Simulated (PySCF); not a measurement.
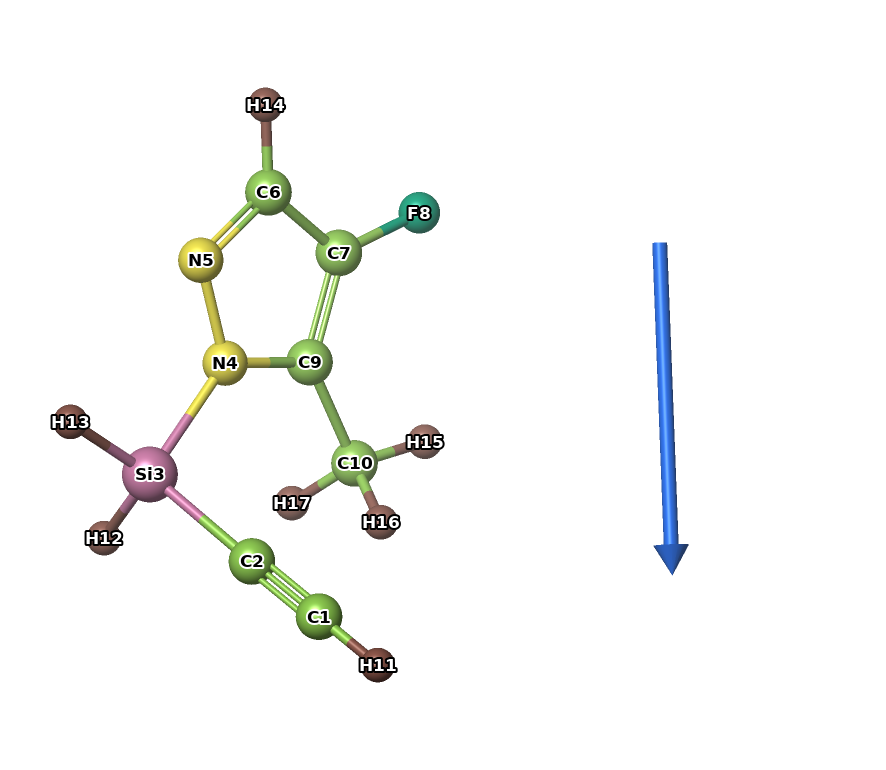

The arrow beside the molecule shows the direction of the dipole moment, from the negative to the positive end (its length means nothing). The geometry was computed by an optimisation with GFN2-xTB. No frequency run is at hand to confirm it as a minimum. Level of theory: PBE0/pcSseg-1, gas phase (PySCF 2.14.0).

Question: Estimate the dipole moment.

Answer: 2.92 D; it points from the side of H14 to the side of H11 (the outermost atoms at the two ends).

The geometry is semi-empirical. Around Si such bond lengths and angles can be off by a tenth of an ångström or more and by several degrees, and values that hang on the shape move with them.
